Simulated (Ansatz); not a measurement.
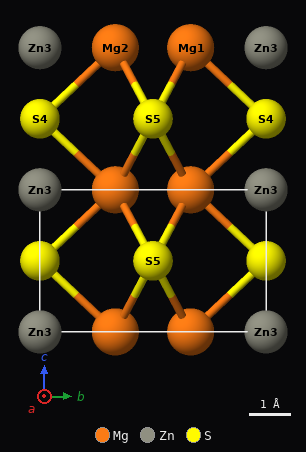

This is the input geometry for a relaxation of a crystal of Mg2ZnS3 (a generated structure, set up in P6/mmm) (coarse preliminary run). A ball-and-stick model of the cell of the calculation, repeated 1 × 1 × 2 with one cell outlined, seen along the a axis.

All numbers below come from Ansatz 0.2.0, DFT PBE, scalar-relativistic, plane waves, PAW.

Input
```yaml
crystal:
  lattice:
    - [6.4993871813, 0.0, 0.0]
    - [-3.2496935907, 5.628634408, 0.0]
    - [0.0, 0.0, 3.5371393186]
  atoms:
    - { symbol: Mg, position: [0.3333333333, 0.6666666667, 0.0] }
    - { symbol: Mg, position: [0.6666666667, 0.3333333333, 0.0] }
    - { symbol: Zn, position: [0.0, 0.0, 0.0] }
    - { symbol: S, position: [0.5, 0.0, 0.5] }
    - { symbol: S, position: [0.0, 0.5, 0.5] }
    - { symbol: S, position: [0.5, 0.5, 0.5] }
basis:
  ecutwfc: 420
kpoints:
  mp_grid: { grid: [3, 3, 6] }
hamiltonian:
  xc: pbe
scf:
  occupations: { method: gaussian, width: 0.1 }
  lower_state_search: "off"
output:
  forces: true
  stress: true
  eigenvalues: true
relax:
  adjacent_minimum: "off"
  f_tol: 0.04
  max_steps: 70
  cell: { stress_tol: 0.4 }
```

Command:
```bash
ansatz run input.yaml --threads 1 --pin off --max-ram 2560MiB --backend cpu --events-out ev --progress --plain --runs-dir out
```

What does the optimiser find from here?

Over 1 accepted move (2 points after the start) the energy falls by 11.2 meV per cell of the calculation. All forces vanish by symmetry, so only the cell relaxes. Pressure: −0.32 GPa at the start and −0.24 GPa at the end. The SCF was repeated once at an unchanged geometry on a basis and grid sized afresh for the cell, which shifted the energy by 0.1 meV per cell of the calculation at most. No atom moves by more than 0.005 Å relative to the cell. The drawn cell changes as follows: a = b 6.499 → 6.437 Å (−1.0 %), c 3.537 → 3.575 Å (+1.1 %); the volume changes by −0.9 %. The space group stays P6/mmm (No. 191).

Step by step:

```
step  E − E(0), meV/atom  pressure, GPa  volume, Å³/atom                      note
   0                0.00          -0.32           21.566                          
   1               -1.87          -0.24           21.382                          
   2               -1.86          -0.24           21.382  same geometry, new basis
```

The structure at the end:

```
CELL_PARAMETERS angstrom
6.43705 0.00000 0.00000
-3.21853 5.57465 0.00000
0.00000 0.00000 3.57523
ATOMIC_POSITIONS crystal
Mg 0.33333 0.66667 0.00000
Mg 0.66667 0.33333 0.00000
Zn 0.00000 0.00000 0.00000
S 0.50000 0.00000 0.50000
S 0.00000 0.50000 0.50000
S 0.50000 0.50000 0.50000
```

After the run, drawn alike:

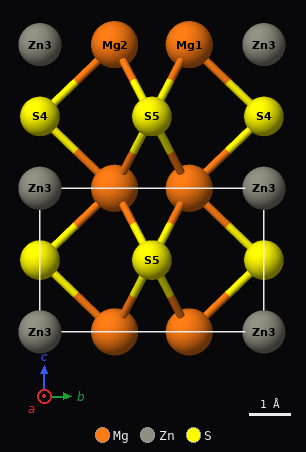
